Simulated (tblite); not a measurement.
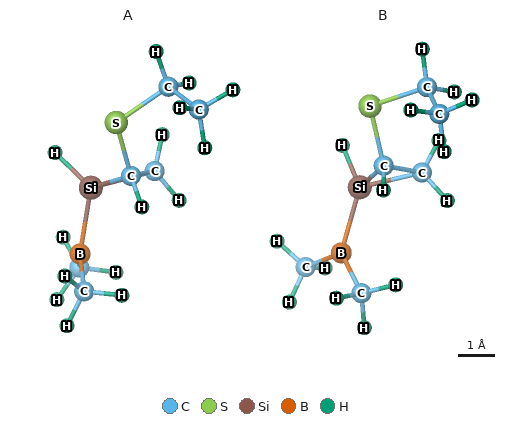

Two geometries of C6H15BSSi, drawn at one scale. One is the start of a relaxation, the other its converged end. A ball-and-stick model, seen from a free direction.

The calculation used tblite, GFN2-xTB geometry optimisation, gas phase. 

### Which geometry has the lower energy?

Structure B is the relaxed one. The atom that moves furthest after the best rigid fit is an H atom (1.38 Å). By element the largest moves are H 1.38 Å, C 0.87 Å, S 0.70 Å, Si 0.51 Å, B 0.18 Å. Some distances before and after: C–Si 1.863 → 1.925 Å, C–Si 1.850 → 1.910 Å, C–H 1.118 → 1.081 Å, C–S 1.799 → 1.833 Å. Among the angles between lasting bonds that change: C–Si–H 120.7° → 107.7°, C–Si–H 119.6° → 107.6°, B–Si–H 118.5° → 128.6°. Groups turn about B–Si by about 55°, B–C by about 55°. The energy falls by 0.844 eV in 155 geometry steps. The run took 1.8 s on 1 thread of Arm Neoverse V1, with other jobs on the host.
